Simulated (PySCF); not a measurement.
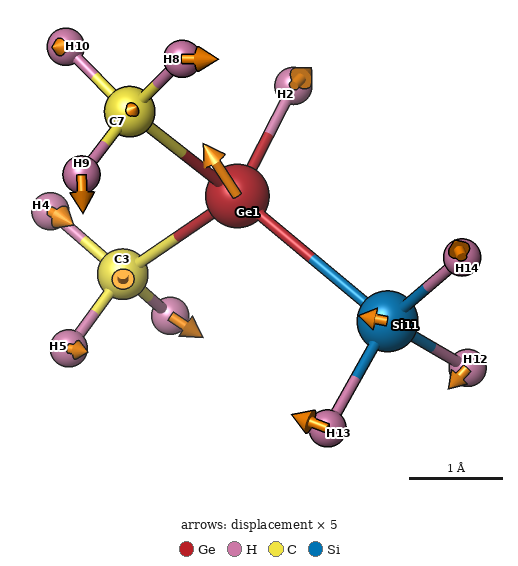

A relaxation of C2H10GeSi. The starting structure is drawn; orange arrows show the displacements, magnified 5 times. The two geometries are superimposed by the best rigid fit.

A ball-and-stick model, seen from a free direction.

The start comes from GFN2-xTB. Its atoms were then displaced at random by about 0.03 Å.

The calculation used PySCF 2.14.0, density-fitted response routines, PBE0-D3(BJ)/def2-SVP geometry optimisation, gas phase. 

Which element moves most?

Answer. Germanium: up to 0.14 Å, against 0.09 Å for hydrogen.

What did the optimiser do to the structure, and how much energy did it gain?

Answer. After 6 geometry steps the energy has fallen by 52.4 kJ/mol. The atom that moves furthest after the best rigid fit is the Ge atom (0.14 Å). By element the largest moves are Ge 0.14 Å, H 0.09 Å, Si 0.07 Å, C 0.07 Å. Near-neighbour distances that change, for instance: C–Ge 2.061 → 1.960 Å, C–H 1.184 → 1.100 Å, C–Ge 1.885 → 1.960 Å, C–H 1.033 → 1.100 Å. Among the angles between lasting bonds that change: H–C–H 99.8° → 108.4°, H–Ge–C 101.5° → 109.1°, Ge–C–H 117.8° → 110.3°.
